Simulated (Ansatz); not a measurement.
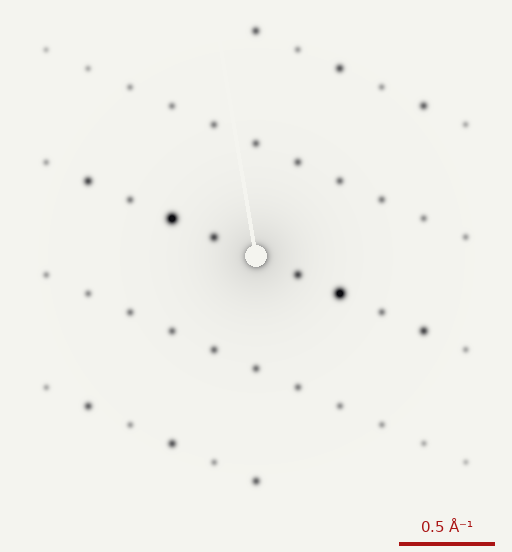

Simulated selected-area electron diffraction pattern (80 kV, kinematic approximation, thin crystal, B = 0.3 Å² for all atoms).

It belongs to Si3Sn, space group Pm-3m (No. 221), a = 4.13 Å. Structure: coordinates from a relaxation with Ansatz, DFT LDA, scalar-relativistic, plane waves, PAW; the starting structure was generated, so it need not be a known form of this composition.

```cif
data_structure
_symmetry_space_group_name_H-M 'Pm-3m'
_symmetry_Int_Tables_number 221
_cell_length_a 4.1271
_cell_length_b 4.1271
_cell_length_c 4.1271
_cell_angle_alpha 90.000
_cell_angle_beta 90.000
_cell_angle_gamma 90.000
_cell_volume 70.29
loop_
_atom_site_label
_atom_site_type_symbol
_atom_site_symmetry_multiplicity
_atom_site_Wyckoff_symbol
_atom_site_fract_x
_atom_site_fract_y
_atom_site_fract_z
_atom_site_occupancy
Si1 Si 3 c 0.00000 0.50000 0.50000 1
Sn1 Sn 1 a 0.00000 0.00000 0.00000 1
```

Q: Determine the zone axis from the geometry of the pattern.

A: The spots form a rectangular net whose two shortest vectors correspond to d = 4.13 Å and 1.85 Å, 90.0° apart. They index as 0 0 1 and 1 -2 0, so the zone axis is [210] (or an equivalent direction of <210>).
